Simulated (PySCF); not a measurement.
# C₅H₁₀F₂O₂: magnetic properties

What do calculations give for the magnetic properties of C₅H₁₀F₂O₂ (`COC(C)(C)OC(F)F`)?

Programs: PySCF 2.14.0, with routines of our own; each step states its level. All values are computed. Atoms count from 0.

### 1 The system as given

19 atoms, charge 0, multiplicity 1; geometry from: GFN2-xTB.

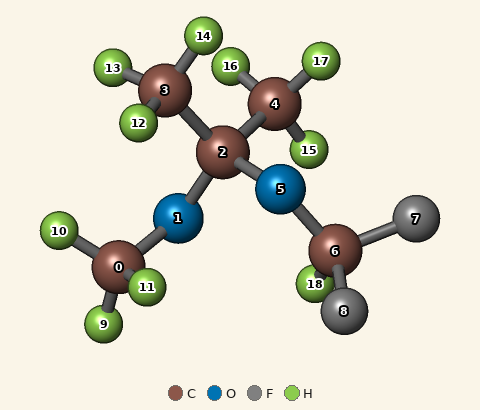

The starting geometry (carbon brown, oxygen blue, fluorine grey, hydrogen green).

### 2 Magnetic properties: GIAO CAM-B3LYP/pcSseg-1

The job: settings as JSON, then the geometry in Å.

```
{"job": {"kind": "mag", "xc": "CAM-B3LYP", "basis": "pcSseg-1", "isotopologues": 0}, "charge": 0, "multiplicity": 1}
C     -1.157308    -1.746723     0.316044
O     -0.544582    -0.877521    -0.623752
C     -0.172283     0.386048    -0.164280
C     -1.275412     1.140986     0.575159
C      0.313418     1.168370    -1.383993
O      0.893635     0.258581     0.813241
C      1.969836    -0.451199     0.440324
F      2.999940     0.355498     0.067599
F      2.431142    -1.147683     1.498741
H     -1.136405    -2.733290    -0.142463
H     -2.194024    -1.456855     0.505203
H     -0.602761    -1.768143     1.257343
H     -1.471634     0.675249     1.536175
H     -2.179234     1.140012    -0.027562
H     -0.952245     2.162197     0.746810
H      1.004264     0.566819    -1.968546
H     -0.537255     1.423099    -2.008211
H      0.815496     2.074796    -1.059342
H      1.785608    -1.160990    -0.385953
```

Level: GIAO CAM-B3LYP/pcSseg-1 magnetisability, rotational g tensor and spin-rotation constants, non-relativistic, gas phase.

Started as:

```sh
$ OMP_NUM_THREADS=1 python excited_run.py task.json out
```

One launch serves the whole session: the jobs run in the order shown.

The program printed:

```text
coarse grid: 15976 points
cycle   1  E = -546.1255864172  dE =  1.433e+00  |g| = 1.111e+00  |ddm| = 3.573e+00
cycle   2  E = -546.0632601977  dE =  6.233e-02  |g| = 1.341e+00  |ddm| = 1.262e+00
cycle   3  E = -546.3388098528  dE = -2.755e-01  |g| = 6.420e-02  |ddm| = 6.875e-01
cycle   4  E = -546.3393890453  dE = -5.792e-04  |g| = 3.509e-02  |ddm| = 5.538e-02
cycle   5  E = -546.3396138105  dE = -2.248e-04  |g| = 1.004e-02  |ddm| = 2.711e-02
cycle   6  E = -546.3396287957  dE = -1.499e-05  |g| = 3.562e-03  |ddm| = 7.768e-03
cycle   7  E = -546.3396311791  dE = -2.383e-06  |g| = 3.876e-04  |ddm| = 2.551e-03
final grid: 155384 points
cycle   8  E = -546.4416269105  dE = -5.042e-05  |g| = 6.549e-03  |ddm| = 2.290e-02
cycle   9  E = -546.4416265441  dE =  3.664e-07  |g| = 7.099e-03  |ddm| = 7.878e-03
cycle  10  E = -546.4416348666  dE = -8.322e-06  |g| = 5.863e-04  |ddm| = 3.679e-03
cycle  11  E = -546.4416349220  dE = -5.542e-08  |g| = 2.216e-04  |ddm| = 5.080e-04
cycle  12  E = -546.4416349317  dE = -9.751e-09  |g| = 6.122e-05  |ddm| = 2.095e-04
cycle  13  E = -546.4416349324  dE = -6.107e-10  |g| = 1.706e-05  |ddm| = 4.642e-05
converged SCF energy = -546.4416349324

Magnetisability tensor (1e-30 J/T^2)
    -1358.26      -26.94       34.30
      -26.94    -1354.48       66.49
       34.30       66.49    -1371.75
isotropic -1361.50   principal values   -1450.69  -1337.86  -1295.95
isotropic susceptibility -81.991 1e-6 cm^3/mol

Inertial axes            a          b          c
rot. const./GHz      2.2601     1.2295     0.9969
chi total           -80.810    -85.824    -79.339
chi diamagnetic    -656.142  -1044.437  -1274.270
chi paramagnetic    575.332    958.612   1194.931
quadrupole/D A       -3.922      4.827     -0.905
g nuclear            0.5980     0.5466     0.5524
g electronic        -0.6109    -0.5537    -0.5596
g total             -0.0128    -0.0071    -0.0072

Spin-rotation constants (kHz, H = +C I.J)
atom  isotope        aa         bb         cc
  7    19F        2.052      1.169      1.637
  8    19F        1.978      1.196      1.448
  9     1H       -0.235     -0.070     -0.003
 10     1H        0.049     -0.133     -0.078
 11     1H       -0.071     -0.106     -0.041
 12     1H       -0.263     -0.026     -0.056
 13     1H        0.026     -0.145     -0.101
 14     1H       -0.251     -0.027     -0.066
 15     1H       -0.176     -0.133     -0.011
 16     1H        0.008     -0.116     -0.110
 17     1H       -0.208     -0.045     -0.071
 18     1H       -0.169     -0.108      0.052
  0    13C*       0.492      0.182      0.216
  1    17O*      -0.248     -0.143     -0.088
  2    13C*       0.597      0.356      0.282
  3    13C*       0.317      0.226      0.147
  5    17O*      -0.446     -0.195     -0.186
  6    13C*       0.707      0.341      0.310
* in the singly substituted isotopologue
```

Run time: 3.7 min. Hardware: 1 thread of Intel Xeon at 2.50GHz, shared host; peak memory 1.1 GiB.

From this job:

```tsv
quantity	value
magnetisability	-1362·10⁻³⁰ J/T²
molar susceptibility	-82.0·10⁻⁶ cm³/mol
rotational g (a, b, c)	-0.0128, -0.0071, -0.0072
```

### 3 Magnetic properties: GIAO HF/cc-pVDZ

The job, as its differences from that of step 2:

```diff
@@ -1,2 +1,2 @@
-{"job": {"kind": "mag", "xc": "CAM-B3LYP", "basis": "pcSseg-1", "isotopologues": 0}, "charge": 0, "multiplicity": 1}
+{"job": {"kind": "mag", "xc": "HF", "basis": "cc-pVDZ"}, "charge": 0, "multiplicity": 1}
 C     -1.157308    -1.746723     0.316044
```

With the program's defaults for keys left out, this is: GIAO HF/cc-pVDZ magnetisability, rotational g tensor and spin-rotation constants, non-relativistic, gas phase.

The program printed:

```text
final grid: 155384 points
cycle   1  E = -543.5653203573  dE =  1.896e+00  |g| = 1.019e+00  |ddm| = 6.735e+00
cycle   2  E = -543.7416268612  dE = -1.763e-01  |g| = 5.575e-01  |ddm| = 2.204e+00
cycle   3  E = -543.7959354409  dE = -5.431e-02  |g| = 7.688e-02  |ddm| = 7.675e-01
cycle   4  E = -543.7979036390  dE = -1.968e-03  |g| = 2.037e-02  |ddm| = 1.812e-01
cycle   5  E = -543.7980278372  dE = -1.242e-04  |g| = 5.031e-03  |ddm| = 4.176e-02
cycle   6  E = -543.7980378712  dE = -1.003e-05  |g| = 2.146e-03  |ddm| = 1.246e-02
cycle   7  E = -543.7980393573  dE = -1.486e-06  |g| = 5.517e-04  |ddm| = 4.305e-03
cycle   8  E = -543.7980394951  dE = -1.378e-07  |g| = 1.153e-04  |ddm| = 1.453e-03
cycle   9  E = -543.7980395023  dE = -7.214e-09  |g| = 3.319e-05  |ddm| = 3.667e-04
cycle  10  E = -543.7980395027  dE = -4.222e-10  |g| = 9.789e-06  |ddm| = 8.777e-05
converged SCF energy = -543.7980395027

Magnetisability tensor (1e-30 J/T^2)
    -1382.45      -26.46       29.24
      -26.46    -1384.35       57.87
       29.24       57.87    -1396.11
isotropic -1387.64   principal values   -1466.83  -1364.02  -1332.06
isotropic susceptibility -83.565 1e-6 cm^3/mol

Inertial axes            a          b          c
rot. const./GHz      2.2601     1.2295     0.9969
chi total           -82.390    -87.072    -81.234
chi diamagnetic    -655.069  -1043.586  -1273.775
chi paramagnetic    572.679    956.514   1192.541
quadrupole/D A       -4.374      4.751     -0.376
g nuclear            0.5980     0.5466     0.5524
g electronic        -0.6081    -0.5525    -0.5585
g total             -0.0100    -0.0059    -0.0061

Spin-rotation constants (kHz, H = +C I.J)
atom  isotope        aa         bb         cc
  7    19F        1.406      0.813      1.270
  8    19F        1.335      0.851      1.121
  9     1H       -0.240     -0.073     -0.006
 10     1H        0.041     -0.136     -0.081
 11     1H       -0.079     -0.111     -0.045
 12     1H       -0.269     -0.029     -0.059
 13     1H        0.020     -0.148     -0.103
 14     1H       -0.256     -0.031     -0.069
 15     1H       -0.181     -0.136     -0.014
 16     1H       -0.000     -0.119     -0.112
 17     1H       -0.214     -0.048     -0.073
 18     1H       -0.187     -0.113      0.044
  0    13C*       0.390      0.143      0.171
  1    17O*      -0.161     -0.100     -0.061
  2    13C*       0.482      0.296      0.229
  3    13C*       0.251      0.177      0.116
  5    17O*      -0.340     -0.139     -0.142
  6    13C*       0.573      0.273      0.244
* in the singly substituted isotopologue
```

Run time: 64 s. Hardware: 1 thread of Intel Xeon at 2.50GHz, shared host; peak memory 0.87 GiB.

In short:

```tsv
quantity	value
magnetisability	-1388·10⁻³⁰ J/T²
molar susceptibility	-83.6·10⁻⁶ cm³/mol
rotational g (a, b, c)	-0.0100, -0.0059, -0.0061
```

### 4 Magnetic properties: GIAO KT1/pcSseg-0

The job, as its differences from that of step 3:

```diff
@@ -1,2 +1,2 @@
-{"job": {"kind": "mag", "xc": "HF", "basis": "cc-pVDZ"}, "charge": 0, "multiplicity": 1}
+{"job": {"kind": "mag", "xc": "KT1", "basis": "pcSseg-0", "scf": {"level_shift": 0.9, "max_cycle": 73}}, "charge": 0, "multiplicity": 1}
 C     -1.157308    -1.746723     0.316044
```

Level: GIAO KT1/pcSseg-0 magnetisability, rotational g tensor and spin-rotation constants, non-relativistic, gas phase.

The program printed:

```text
final grid: 155384 points
cycle   1  E = -550.8446072850  dE =  1.397e+00  |g| = 1.364e+00  |ddm| = 3.912e+00
cycle   2  E = -551.2371551901  dE = -3.925e-01  |g| = 6.252e-01  |ddm| = 1.543e+00
cycle   3  E = -551.2901638520  dE = -5.301e-02  |g| = 2.584e-01  |ddm| = 4.189e-01
cycle   4  E = -551.3020364880  dE = -1.187e-02  |g| = 1.123e-01  |ddm| = 1.983e-01
cycle   5  E = -551.3043549511  dE = -2.318e-03  |g| = 4.549e-02  |ddm| = 9.183e-02
cycle   6  E = -551.3048511901  dE = -4.962e-04  |g| = 2.005e-02  |ddm| = 4.746e-02
cycle   7  E = -551.3049837914  dE = -1.326e-04  |g| = 1.024e-02  |ddm| = 2.864e-02
cycle   8  E = -551.3050276095  dE = -4.382e-05  |g| = 5.891e-03  |ddm| = 1.757e-02
cycle   9  E = -551.3050449266  dE = -1.732e-05  |g| = 3.644e-03  |ddm| = 1.138e-02
cycle  10  E = -551.3050522996  dE = -7.373e-06  |g| = 2.428e-03  |ddm| = 7.639e-03
cycle  11  E = -551.3050556515  dE = -3.352e-06  |g| = 1.698e-03  |ddm| = 5.175e-03
cycle  12  E = -551.3050572568  dE = -1.605e-06  |g| = 1.186e-03  |ddm| = 3.575e-03
cycle  13  E = -551.3050580394  dE = -7.826e-07  |g| = 8.389e-04  |ddm| = 2.513e-03
cycle  14  E = -551.3050584237  dE = -3.843e-07  |g| = 6.088e-04  |ddm| = 1.760e-03
cycle  15  E = -551.3050586181  dE = -1.944e-07  |g| = 4.431e-04  |ddm| = 1.253e-03
cycle  16  E = -551.3050587170  dE = -9.893e-08  |g| = 3.252e-04  |ddm| = 8.894e-04
cycle  17  E = -551.3050587683  dE = -5.131e-08  |g| = 2.352e-04  |ddm| = 6.384e-04
cycle  18  E = -551.3050587950  dE = -2.670e-08  |g| = 1.700e-04  |ddm| = 4.610e-04
cycle  19  E = -551.3050588088  dE = -1.382e-08  |g| = 1.245e-04  |ddm| = 3.330e-04
cycle  20  E = -551.3050588161  dE = -7.258e-09  |g| = 9.138e-05  |ddm| = 2.419e-04
cycle  21  E = -551.3050588199  dE = -3.849e-09  |g| = 6.661e-05  |ddm| = 1.759e-04
cycle  22  E = -551.3050588220  dE = -2.034e-09  |g| = 4.848e-05  |ddm| = 1.284e-04
cycle  23  E = -551.3050588231  dE = -1.093e-09  |g| = 3.510e-05  |ddm| = 9.410e-05
cycle  24  E = -551.3050588237  dE = -5.782e-10  |g| = 2.588e-05  |ddm| = 6.895e-05
level shift removed, Fock matrix diagonalised once more
converged SCF energy = -551.3050588237

Magnetisability tensor (1e-30 J/T^2)
    -1359.73      -22.41       40.19
      -22.41    -1356.71       65.80
       40.19       65.80    -1386.52
isotropic -1367.65   principal values   -1459.75  -1340.43  -1302.77
isotropic susceptibility -82.362 1e-6 cm^3/mol

Inertial axes            a          b          c
rot. const./GHz      2.2601     1.2295     0.9969
chi total           -80.825    -86.052    -80.208
chi diamagnetic    -656.704  -1044.838  -1274.213
chi paramagnetic    575.878    958.786   1194.005
quadrupole/D A       -3.481      4.996     -1.515
g nuclear            0.5980     0.5466     0.5524
g electronic        -0.6115    -0.5538    -0.5592
g total             -0.0134    -0.0072    -0.0067

Spin-rotation constants (kHz, H = +C I.J)
atom  isotope        aa         bb         cc
  7    19F        2.243      1.355      1.665
  8    19F        2.103      1.348      1.480
  9     1H       -0.254     -0.082     -0.008
 10     1H        0.034     -0.147     -0.086
 11     1H       -0.090     -0.121     -0.050
 12     1H       -0.288     -0.032     -0.067
 13     1H        0.010     -0.157     -0.112
 14     1H       -0.280     -0.033     -0.075
 15     1H       -0.191     -0.147     -0.017
 16     1H       -0.001     -0.132     -0.118
 17     1H       -0.226     -0.058     -0.078
 18     1H       -0.175     -0.113      0.041
  0    13C*       0.454      0.164      0.202
  1    17O*      -0.236     -0.153     -0.087
  2    13C*       0.574      0.344      0.272
  3    13C*       0.286      0.210      0.133
  5    17O*      -0.465     -0.179     -0.176
  6    13C*       0.685      0.329      0.315
* in the singly substituted isotopologue
```

Run time: 2 min. Hardware: 1 thread of Intel Xeon at 2.50GHz, shared host; peak memory 0.71 GiB.

Despite a large level shift, the SCF converged in 24 cycles.

From this job:

```tsv
quantity	value
magnetisability	-1368·10⁻³⁰ J/T²
molar susceptibility	-82.4·10⁻⁶ cm³/mol
rotational g (a, b, c)	-0.0134, -0.0072, -0.0067
```

### 5 The levels compared

```tsv
level	ξ (10⁻³⁰ J/T²)	g(a)	g(b)	gap (eV)	functions	time
GIAO CAM-B3LYP/pcSseg-1	-1362	-0.0128	-0.0071	11.99	203	3.7 min
GIAO HF/cc-pVDZ	-1388	-0.0100	-0.0059	17.09	176	64 s
GIAO KT1/pcSseg-0	-1368	-0.0134	-0.0072	7.65	101	2 min
```

### 6 Results

| quantity | value |
| --- | --- |
| magnetisability (step 2, GIAO CAM-B3LYP/pcSseg-1) | -1362·10⁻³⁰ J/T² |
| molar susceptibility (step 2, GIAO CAM-B3LYP/pcSseg-1) | -82.0·10⁻⁶ cm³/mol |
| rotational g (a, b, c) (step 2, GIAO CAM-B3LYP/pcSseg-1) | -0.0128, -0.0071, -0.0072 |
| magnetisability over the levels | -1388 to -1362·10⁻³⁰ J/T² |

In words: The magnetisability spreads by 1.9 % over 3 levels, from GIAO HF/cc-pVDZ (64 s) to GIAO CAM-B3LYP/pcSseg-1 (3.7 min); the runs took 64 s to 3.7 min. Vibrational averaging and real surroundings are missing from these values.
